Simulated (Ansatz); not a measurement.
## Convergence study of the k-point mesh for Ta (Im-3m, 1 atom in the cell)

```xyz
1
Lattice="-1.6583 1.6583 1.6583 1.6583 -1.6583 1.6583 1.6583 1.6583 -1.6583" Properties=species:S:1:pos:R:3 pbc="T T T"
Ta     0.0000     0.0000     0.0000
```

Level of theory: PBE, PAW files (plane waves; Ansatz, a quantum-chemistry and plane-wave program).

Base settings: basis.ecutwfc = 420 eV; kpoints.mp_grid.grid = 14 14 14; hamiltonian.xc = pbe; hamiltonian.pseudopotentials = {kind: paw} (the program's default PAW files); scf.occupations.method = gaussian; scf.occupations.width = 0.1 eV.

The second cell is the first with its lattice scaled by 0.98.

Only quantities that move along the ladder and can be compared are tabulated.

The count of work is k-points × plane waves × bands × iterations; it is no time. 

The starting cell has typed, rounded lattice constants, without a prior relaxation at this level. Its lattice was rescaled by up to half a per cent. Spin polarisation is off. Ansatz's pressure includes its estimate of the finite-basis (Pulay) stress.

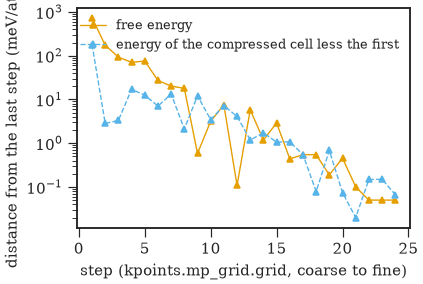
Figure: Distance from the last step along the ladder; very small values are drawn at a floor.

```tsv
kpoints.mp_grid.grid	free energy less the last step's (meV/atom)	energy of the compressed cell less the first (meV/atom)	pressure (GPa)	count of work / last
2 2 2	-738.51	-134.45	-24.21	0.0012
3 3 3	-173.78	43.35	-0.25	0.0016
4 4 4	-92.80	49.50	0.41	0.0033
5 5 5	70.71	63.28	3.62	0.0041
6 6 6	75.75	58.72	2.94	0.0065
7 7 7	-27.17	53.23	1.02	0.0081
8 8 8	-20.24	32.87	-1.53	0.012
9 9 9	17.94	44.06	0.86	0.014
10 10 10	0.58	58.28	1.97	0.019
11 11 11	-3.19	42.72	-0.01	0.023
12 12 12	7.50	38.92	-0.12	0.029
13 13 13	0.11	50.27	1.09	0.034
14 14 14	-5.84	47.37	0.46	0.042
15 15 15	1.18	44.45	0.33	0.049
16 16 16	2.91	47.24	0.77	0.059
18 18 18	-0.44	45.10	0.43	0.079
20 20 20	-0.55	46.72	0.57	0.10
22 22 22	0.55	46.25	0.62	0.13
24 24 24	0.19	45.49	0.44	0.17
27 27 27	-0.45	46.10	0.47	0.23
30 30 30	-0.10	46.19	0.52	0.31
33 33 33	-0.03	46.32	0.53	0.39
37 37 37	0.01	46.02	0.52	0.54
41 41 41	0.04	46.11	0.55	0.72
46 46 46	0.00	46.17	0.53	1.0
```

Coarsest kpoints.mp_grid.grid that holds the free energy within 0.5 meV/atom of the last step, with all finer ones: 24 24 24, at 0.17 of the last step's count of work; the step before is off by 0.55 meV/atom.

Coarsest kpoints.mp_grid.grid that holds the pressure within 0.05 GPa of the last step, with all finer ones: 30 30 30, at 0.31 of the last step's count of work; the step before is off by 0.06 GPa.

Coarsest kpoints.mp_grid.grid that holds the energy of the compressed cell less the first within 0.5 meV/atom of the last step, with all finer ones: 27 27 27, at 0.23 of the last step's count of work; the step before is off by 0.68 meV/atom.

Keys are those of Ansatz 0.2.
